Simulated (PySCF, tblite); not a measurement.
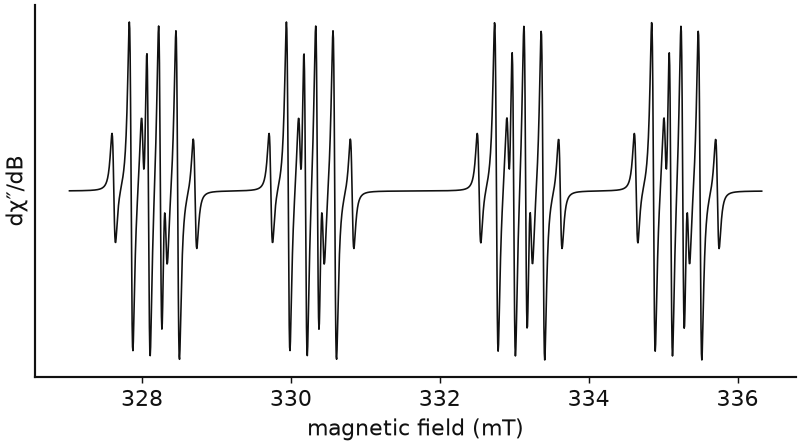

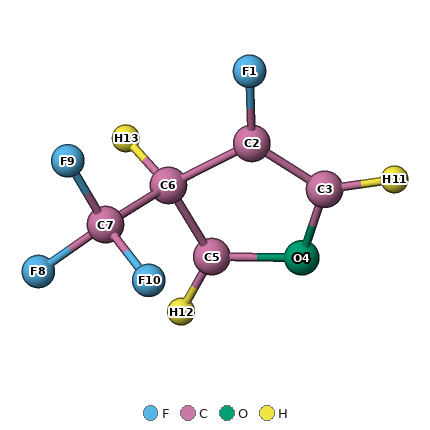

First-order isotropic EPR spectrum (fast tumbling, first derivative) of C₅H₃F₄O, SMILES FC1=CO[CH][C@H]1C(F)(F)F, doublet at 9.30 GHz, Lorentzian lines of 0.07 mT full width at half height, from computed g and hyperfine couplings (B3LYP/pcH-1 in PySCF, at a GFN2-xTB geometry (a minimum by its frequencies), gas phase); values of one conformer, averaged over methyl-type rotors alone; no vibrational averaging; dilute isotopes left out. The SMILES is one Lewis form and needn't show where the spin sits.

> Which couplings does the calculation give? The spectrum shows the sizes of those above the line width, not their signs.

```
     nuclei  isotope  a (mT)  a (MHz)
        H13       ¹H    4.91    137.6
        H12       ¹H   −2.12    −59.3
         F1      ¹⁹F    0.39     10.9
F8, F9, F10      ¹⁹F    0.23      6.5
        H11       ¹H    0.02      0.5
```

> What is the g value, and how wide is the spectrum?

g_iso = 2.0034, which centres the spectrum at 331.7 mT; it spans 8.1 mT.

Note: the tight-binding geometry is rougher than a DFT one and adds to the error.
